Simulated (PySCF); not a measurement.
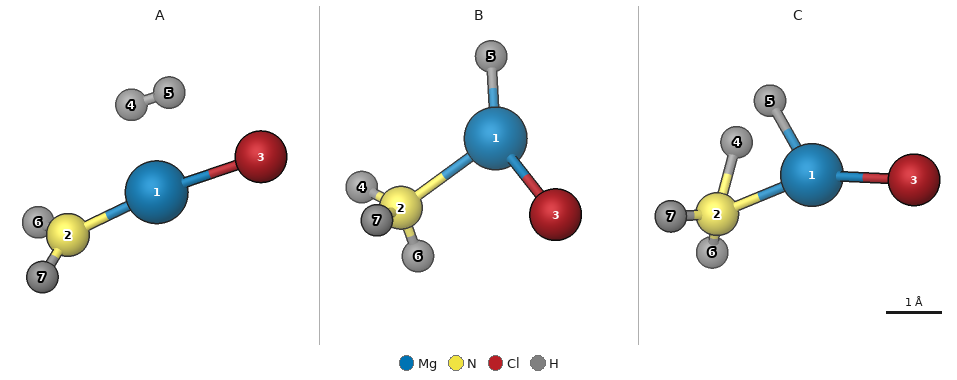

Three geometries of MgNH$_{4}$Cl: a saddle point and the two relaxed ends that it joins, in shuffled order. A ball-and-stick model, seen at a tilt. Sticks join atoms that are closer than about 1.2 times the sum of their covalent radii (a little more with hydrogen).

Stationary points at PBE0-D4/def2-TZVP, single-point energies with PBE0-D4, BHLYP-D4, B3LYP-D4, CCSD(T)/CBS, CCSD(T), wB97M-V (def2-TZVPP where no basis is named; PySCF 2.14.0). The energies are electronic, without zero-point or thermal terms, and both ends are the relaxed geometries reached downhill from the saddle, with any fragments still in contact. CCSD(T)/CBS stands for a frozen-core estimate: MP2 correlation extrapolated from def2-TZVPP and def2-QZVPP, CCSD(T) minus MP2 from the smaller set.

Identify the saddle point and describe the reaction.

Frame C is the saddle point. Counted by bonded pieces, A holds H₂ + MgH₂NCl and B holds MgH₄NCl. From A over the saddle to B, bonds form: Mg1–H5 (2.30 → 1.94 → 1.71 Å), N2–H4 (2.85 → 1.44 → 1.01 Å). A bond breaks: H4–H5 (0.75 → 0.98 → 3.37 Å). Bonds that stay but change much: Mg1–N2 (1.88 → 1.99 → 2.18 Å). The saddle has one imaginary mode, 1051i cm⁻¹. The end B keeps a soft imaginary mode of 54i cm⁻¹, so it isn't quite a minimum. With PBE0-D4 the barrier is 10.8 kcal/mol from A and 26.6 kcal/mol from B, and B lies 15.8 kcal/mol below A.

```
      level  barrier from A (kcal/mol)  barrier from B (kcal/mol)  B less A (kcal/mol)
    PBE0-D4                       10.8                       26.6                −15.8
   BHLYP-D4                       15.1                       31.5                −16.3
   B3LYP-D4                       12.9                       27.1                −14.3
CCSD(T)/CBS                       15.4                       27.2                −11.8
    CCSD(T)                       14.9                       29.2                −14.3
    wB97M-V                       14.4                       29.4                −15.0
```

Against CCSD(T)/CBS, BHLYP-D4 comes closest on the barrier from A (−0.2 kcal/mol) and PBE0-D4 misses most (−4.5 kcal/mol).

Limits of the set-up: the start holds two separate molecules, 2.3 Å apart at their closest, whose relative position is a soft coordinate.
